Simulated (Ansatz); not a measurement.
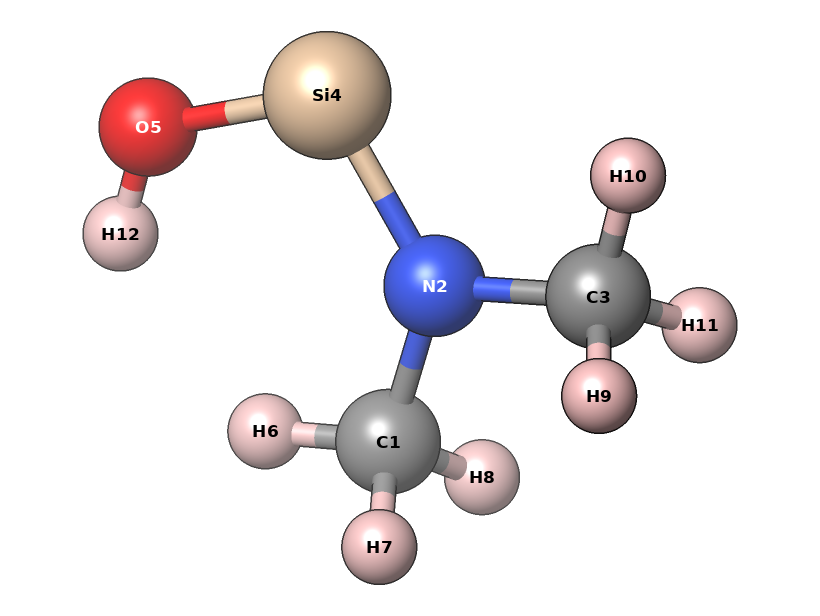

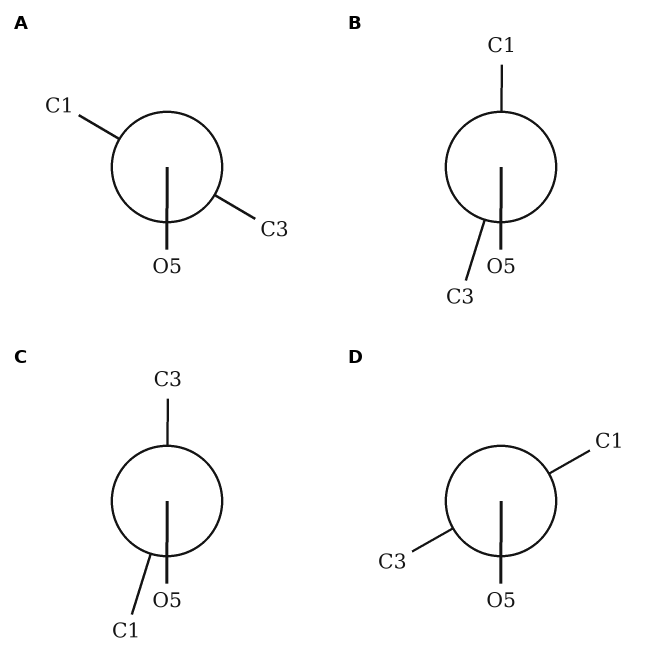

Depth is shown by fading: the farther an atom, the more it takes the colour of the background. Bonds that would overlap in a projection are set slightly apart. Computed geometry: PBE0-D4/def2-TZVP optimisation.

Q: Which Newman projection shows the view along Si4–N2, with Si4 in front?

A: C. The torsion angle O5–Si4–N2–C1 is 0°, synperiplanar (eclipsed).
